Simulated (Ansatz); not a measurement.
The parent structure is Ga2O3 in the corundum structure (space group R-3c, No. 167; a = 5.000 Å, c = 13.449 Å (hexagonal axes)). Axes: x lies along a and z along c of the hexagonal cell.

The change: compressive biaxial strain of 1.50 % in the plane normal to [001], as in epitaxy on a mismatched substrate; the out-of-plane cell vector and the atoms relax.

All numbers come from plane-wave PAW DFT at the PBEsol level (Ansatz, an electronic-structure program, 420 eV), scalar-relativistic without spin-orbit coupling.

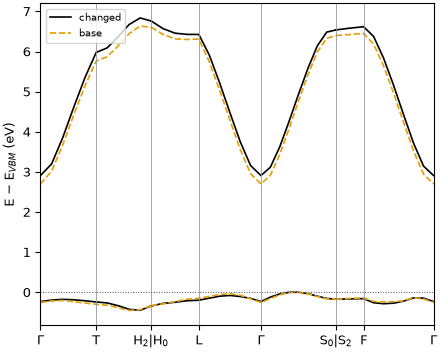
Figure. Highest valence and lowest conduction band along the path, each from its own valence-band maximum

The gap is 2.91 eV, indirect, Γ–S₀ (50 % along) → Γ; the base has 2.70 eV.

Whether these cells are dynamically stable was not tested.
